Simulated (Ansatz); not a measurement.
## Electronic structure of C2H6GeO2 in real space

Input

```
crystal:
  periodic: [false, false, false]
  atoms:
    - { symbol: C, position_ang: [-1.0197, 0.1759, 1.2883] }
    - { symbol: Ge, position_ang: [0.708, -0.1672, 0.5943] }
    - { symbol: C, position_ang: [0.6131, -0.3142, -1.3283] }
    - { symbol: O, position_ang: [1.4733, -1.123, -1.908] }
    - { symbol: O, position_ang: [-0.2027, 0.4995, -2.062] }
    - { symbol: H, position_ang: [-1.43, 1.1925, 0.8436] }
    - { symbol: H, position_ang: [-1.7315, -0.5969, 0.9942] }
    - { symbol: H, position_ang: [-0.9917, 0.3215, 2.3753] }
    - { symbol: H, position_ang: [1.2216, -1.4804, 1.245] }
    - { symbol: H, position_ang: [1.6766, 0.986, 1.0122] }
    - { symbol: H, position_ang: [1.87285, -1.51064, -2.72666] }
basis:
  gaussian: { orbitals: def2-SVP }
hamiltonian:
  xc: pbe
relax:
  f_tol: 0.02
  max_steps: 50
output:
  orbitals: {}
```

Launched as:

```sh
ansatz run input.yaml --threads 2 --pin off --max-ram 3072MiB --backend cpu --events-out ev --progress --plain --runs-dir out
```

The fields are those of the run's last geometry, not of the input's.

These are results of RKS PBE/def2-SVP (Ansatz 0.2.0), not measurements.

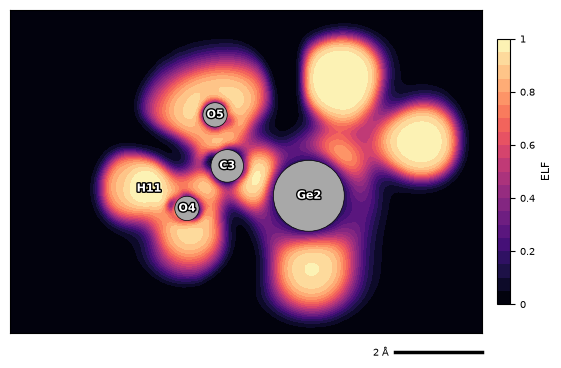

Figure 1. ELF on the plane of atoms Ge2, C3 and O5. Grey discs cover the atomic cores.

Read the bonding off the picture.

Answer. The section cuts through Ge, C, O and H sites. C–O (1.22 Å): the ELF peaks at about 0.85 between the atoms: a short, multiple covalent bond. O–H (0.99 Å): the ELF climbs to about 1 towards the hydrogen, as it does in any bond to H; an ordinary covalent bond to hydrogen. C–O (1.36 Å): the ELF peaks at about 0.90 between the atoms: a shared but strongly polarised pair. C–Ge (2.01 Å): the ELF peaks at about 0.95 in the valence shell of C, 0.7 Å from its nucleus, and is about 0.70 at the midpoint. The ELF also peaks beside O4 and O5, away from the bonds: lone-pair regions.

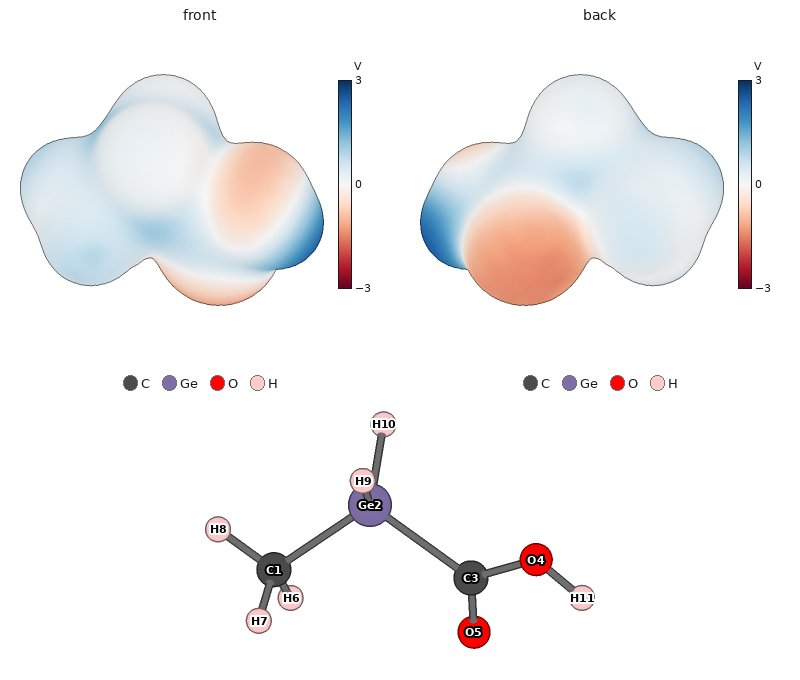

Figure 2. The electrostatic potential painted on the density surface at 0.002 e/bohr³, seen from the front and from behind; the colour scale runs from red (negative) to blue (positive). The bare structure is drawn below in the same view.

Describe the electrostatic potential map.

Answer. The most negative region (about −1.4 V) lies over O5, the most positive (about +2.4 V) over H11. O5 is the likeliest acceptor of a hydrogen bond.

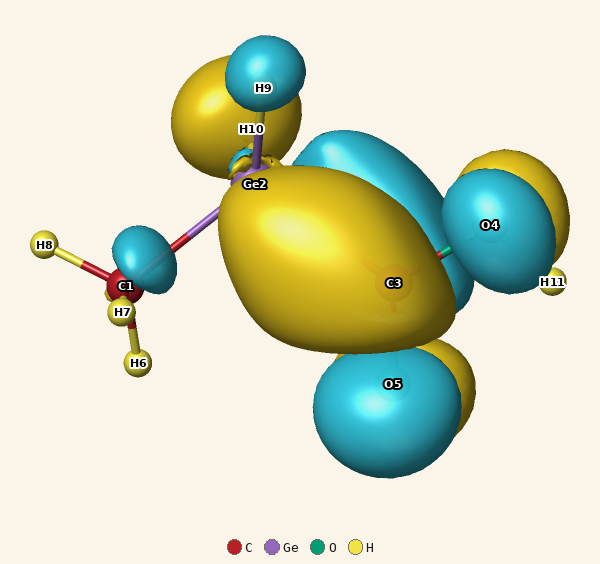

Figure 3. The LUMO at ±0.08 Å⁻³ᐟ² (yellow and cyan are the two phases), seen across its widest extent.

Describe this orbital and give its energy.

Answer. Its weight (Hirshfeld) is mainly on C3 (about 40 %), O5 (about 25 %), Ge2 (about 15 %) and O4 (about 10 %); π-antibonding (π*) across C3–O5. Its energy is −1.32 eV.
